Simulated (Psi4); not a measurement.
**MP3/def2-SVPD (core potential) run of SnH3OF (SMILES [OH][SnH2][F])**

What is the energy change on altering one bond length of SnH3OF at MP3/def2-SVPD (core potential)? 

The results are computed with Psi4 1.11.

2 further runs of the same task are left out: 2 that didn't finish.

## 1. The system as given

SnH3OF has 6 atoms, charge 0, and is taken as a singlet. SMILES: `[OH][SnH2][F]`. Geometry: relaxed at PBE0-D4/def2-TZVP. This is one conformer, not always the lowest.

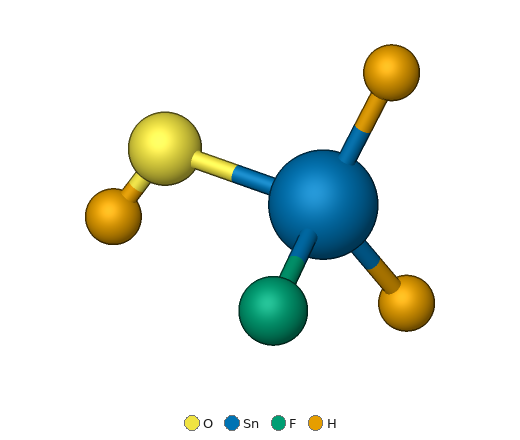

Viewed from a chosen angle; oxygen yellow, tin blue, fluorine teal, hydrogen amber.

## 2. A single-point energy at MP3/def2-SVPD (core potential)

File run.py:

```python
import numpy as np
from ase.calculators.psi4 import Psi4
from ase import Atoms

a = Atoms(['O', 'Sn', 'F', 'H', 'H', 'H'], positions=[
    [-1.414400, -0.333000, -0.425000],
    [0.302300, 0.255900, 0.283700],
    [1.409100, -1.315100, 0.302100],
    [-1.368600, -0.685700, -1.316700],
    [1.096100, 1.317100, -0.782100],
    [0.017500, 0.696700, 1.891900],
])
calc = Psi4(atoms=a, method='mp3', basis='def2-SVPD', memory='2200MB', num_threads=1, charge=0, multiplicity=1, label='fh3osn')
calc.psi4.set_options({'puream': True, 'e_convergence': 1e-09, 'd_convergence': 1e-08, 'scf_type': 'pk', 'num_frozen_docc': 6, 'mp_type': 'conv'})
a.calc = calc

print(f'energy: {a.get_potential_energy():.6f} eV')
```

On the command line:

```
python run.py
```

fh3osn.dat:

```text
[...]
    !!!  WARNING: ECP capability is in beta. Please check occupations closely.  !!!
[...]
  Running in c1 symmetry.
[...]
  Nuclear repulsion =  145.590402924990826
[...]
  Multiplicity = 1
[...]
  Nalpha       = 21
  Nbeta        = 21
[...]
    Number of basis functions: 102
[...]
   @RHF iter   1:  -389.13020469697585   -2.00465e+00   6.37467e-03 ADIIS/DIIS
[...]
   @RHF iter  11:  -389.29114876197929   -2.34763e-11   9.77369e-09 DIIS
[...]
    Orbital Energies [Eh]
    ---------------------
    Doubly Occupied:
       1A    -26.242031     2A    -20.561981     3A     -5.915131
       4A     -4.107001     5A     -4.105610     6A     -4.103804
       7A     -1.507421     8A     -1.396092     9A     -1.373502
      10A     -1.370615    11A     -1.368632    12A     -1.359546
      13A     -1.272259    14A     -0.726095    15A     -0.649562
      16A     -0.610379    17A     -0.607762    18A     -0.571065
      19A     -0.511934    20A     -0.509071    21A     -0.471733
[...]
  @RHF Final Energy:  -389.29114876197929
   => Energetics <=
    Nuclear Repulsion Energy =            145.5904029249908262
    One-Electron Energy =                -911.0806490429822588
    Two-Electron Energy =                 376.1990973560121461
    Total Energy =                       -389.2911487619792865
[...]
 Multipole Moments:
 ------------------------------------------------------------------------------------
     Multipole            Electronic (a.u.)      Nuclear  (a.u.)        Total (a.u.)
 ------------------------------------------------------------------------------------
 L = 1.  Multiply by 2.5417464519 to convert [e a0] to [Debye]
 Dipole X            :          5.5445928           -5.5037722            0.0408205
 Dipole Y            :         16.1638642          -15.1119238            1.0519404
 Dipole Z            :          6.0968518           -6.3430160           -0.2461642
 Magnitude           :                                                    1.0811299
[...]
	SCS-MP2 Total Energy (a.u.)        :  -389.80683672722989
	SOS-MP2 Total Energy (a.u.)        :  -389.79957001869275
[...]
	SOS-PI-MP2 Total Energy (a.u.)     :  -389.83867934613221
[...]
	MP2 Total Energy (a.u.)            :  -389.82137014430413
[...]
	SCS-MP3 Total Energy (a.u.)        :  -389.80805278917865
[...]
	MP3 Total Energy (a.u.)            :  -389.82623439209908
[...]
```

On the terminal:

```text
energy: -10607.712146 eV
```

Wall time 14 s (1 thread of AMD EPYC 7R43 (Zen 3), shared host); peak memory 0.86 GiB.

## 3. The distorted shape, same level

File input.json:

```json
{
  "schema_name": "qcschema_input",
  "schema_version": 1,
  "molecule": {
    "schema_name": "qcschema_molecule",
    "schema_version": 2,
    "symbols": ["O", "Sn", "F", "H", "H", "H"],
    "geometry": [-2.24227154, -1.2956756, -3.23439287, 1.0018213, -0.18281588, -1.89514397, 3.09337017, -3.15157563, -1.86037301, -2.15572208, -1.962182, -4.91946166, 2.5018859, 1.82256148, -3.90921407, 0.03307021, 1.31657219, 3.57517286],
    "molecular_charge": 0,
    "molecular_multiplicity": 1,
    "fix_symmetry": "c1",
    "fix_com": true,
    "fix_orientation": true
  },
  "driver": "energy",
  "model": {
    "method": "mp3",
    "basis": "def2-SVPD"
  },
  "keywords": {
    "puream": true,
    "e_convergence": 1e-09,
    "d_convergence": 1e-08,
    "scf_type": "pk",
    "num_frozen_docc": 6,
    "mp_type": "conv"
  }
}
```

On the command line:

```
psi4 --qcschema input.json -n 1 --memory 2200MB
```

stdout:

```text
[...]
    !!!  WARNING: ECP capability is in beta. Please check occupations closely.  !!!
[...]
  Running in c1 symmetry.
[...]
  Nuclear repulsion =  141.578661600997719
[...]
  Multiplicity = 1
[...]
  Nalpha       = 21
  Nbeta        = 21
[...]
    Number of basis functions: 102
[...]
   @RHF iter   1:  -388.89099157115061   -1.90925e+00   6.92941e-03 ADIIS/DIIS
[...]
   @RHF iter  12:  -389.14832014728773   -9.20863e-12   5.40678e-09 DIIS
[...]
    Orbital Energies [Eh]
    ---------------------
    Doubly Occupied:
       1A    -26.263452     2A    -20.581871     3A     -5.953098
       4A     -4.144225     5A     -4.143427     6A     -4.141643
       7A     -1.529048     8A     -1.428806     9A     -1.409346
      10A     -1.406370    11A     -1.405809    12A     -1.392744
      13A     -1.293356    14A     -0.729051    15A     -0.666880
      16A     -0.627076    17A     -0.624606    18A     -0.583475
      19A     -0.528852    20A     -0.508546    21A     -0.347873
[...]
  @RHF Final Energy:  -389.14832014728773
   => Energetics <=
    Nuclear Repulsion Energy =            141.5786616009977195
    One-Electron Energy =                -902.0348553963269751
    Two-Electron Energy =                 371.3078736480414932
    Total Energy =                       -389.1483201472877340
[...]
 Multipole Moments:
 ------------------------------------------------------------------------------------
     Multipole            Electronic (a.u.)      Nuclear  (a.u.)        Total (a.u.)
 ------------------------------------------------------------------------------------
 L = 1.  Multiply by 2.5417464519 to convert [e a0] to [Debye]
 Dipole X            :        -32.1762272           32.3214618            0.1452346
 Dipole Y            :         42.3847007          -41.5745832            0.8101176
 Dipole Z            :         88.5482547          -89.5651703           -1.0169156
 Magnitude           :                                                    1.3082434
[...]
	SCS-MP2 Total Energy (a.u.)        :  -389.68271109622896
	SOS-MP2 Total Energy (a.u.)        :  -389.67690355749158
[...]
	SOS-PI-MP2 Total Energy (a.u.)     :  -389.71756381981493
[...]
	MP2 Total Energy (a.u.)            :  -389.69432617370370
[...]
	SCS-MP3 Total Energy (a.u.)        :  -389.68577056111189
[...]
	MP3 Total Energy (a.u.)            :  -389.70656403323557
[...]
```

The result, in JSON:

```text
{
 "driver": "energy",
 "model": {
  "method": "mp3",
  "basis": "def2-SVPD"
 },
 "success": true,
 "return_result": -389.70656403323557,
 "properties": {
  "calcinfo_nbasis": 102,
  "calcinfo_nmo": 102,
  "calcinfo_nalpha": 21,
  "calcinfo_nbeta": 21,
  "calcinfo_natom": 6,
  "nuclear_repulsion_energy": 141.57866160099772,
  "return_energy": -389.70656403323557,
  "scf_one_electron_energy": -902.034855396327,
  "scf_two_electron_energy": 371.3078736480415,
  "scf_dipole_moment": [0.1452346088733023, 0.8101175700248149, -1.0169155937220893],
  "scf_total_energy": -389.14832014728773,
  "scf_iterations": 12,
  "mp2_same_spin_correlation_energy": -0.13940340318222647,
  "mp2_opposite_spin_correlation_energy": -0.406602623233726,
  "mp2_singles_energy": 0.0,
  "mp2_doubles_energy": -0.5460060264159524,
  "mp2_correlation_energy": -0.5460060264159665,
  "mp2_total_energy": -389.6943261737037
 }
}
```

Run time: 14 s. Hardware: 1 thread of AMD EPYC 7R43 (Zen 3), shared host; peak memory 0.86 GiB.

## 4. Results

Level: MP3/def2-SVPD (core potential), 6 core orbitals frozen.

| quantity | value |
| --- | --- |
| first shape: total energy | -389.82623 Eh |
| first shape: HOMO energy (Hartree–Fock orbitals) | -12.84 eV |
| first shape: LUMO energy (Hartree–Fock orbitals) | 1.82 eV |
| first shape: HOMO–LUMO gap (Hartree–Fock orbitals) | 14.65 eV |
| first shape: correlation energy (6 core orbitals frozen) | -535.1 mEh |
| distorted shape: total energy | -389.70656 Eh |
| distorted shape: HOMO energy (Hartree–Fock orbitals) | -9.47 eV |
| distorted shape: LUMO energy (Hartree–Fock orbitals) | -1.24 eV |
| distorted shape: HOMO–LUMO gap (Hartree–Fock orbitals) | 8.23 eV |
| distorted shape: correlation energy (6 core orbitals frozen) | -558.2 mEh |
| energy change with the Sn2–H6 bond stretched from 1.692 to 3.045 Å | 3.256 eV |

**Reading.** One bond (distorted shape) is far stretched, which a spin-restricted single reference describes badly; perturbation theory on it can break down and give far too much correlation. With the Sn2–H6 bond stretched from 1.692 to 3.045 Å the energy rises by 3.26 eV (314 kJ/mol). The first shape isn't relaxed at this level, so the change isn't measured from a minimum. A restricted reference can't describe the breaking bond well at this length.
